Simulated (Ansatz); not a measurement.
Take As in the A7 type structure (space group R-3m, No. 166; a = 3.783 Å, c = 10.109 Å (hexagonal axes); layered) as the base.

Structures relaxed with PBE-D3(BJ), PAW, 420 eV (Ansatz, a quantum-chemistry and plane-wave program; no spin-orbit coupling).

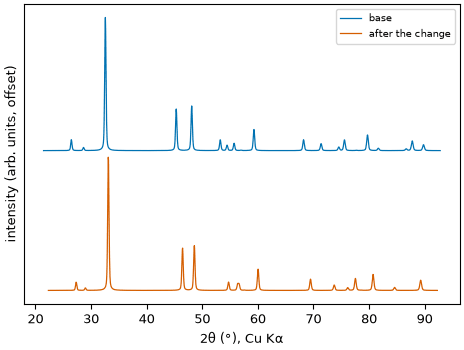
*Simulated powder patterns before (top) and after one change*

Problem. Which change produced these results?
(A) pressure 3 GPa
(B) pressure 7 GPa
(C) pressure 15 GPa
(D) pressure 30 GPa

Solution. A, pressure 3 GPa. Its volume per atom is 19.87 Å³ against 20.89 Å³, and its space group is R-3m (No. 166).

A case with no gap was solved on a k-mesh chosen for an insulator, which is coarse for it. Load acts through the strain it causes; cell and atoms are relaxed under it. Stability against distortions was not tested. Measured, As leaves this structure (for simple cubic) near 25 GPa (temperature not stated; as listed in Olga Degtyareva, NATO science for peace and security series. B, Physics and biophysics (2010)).
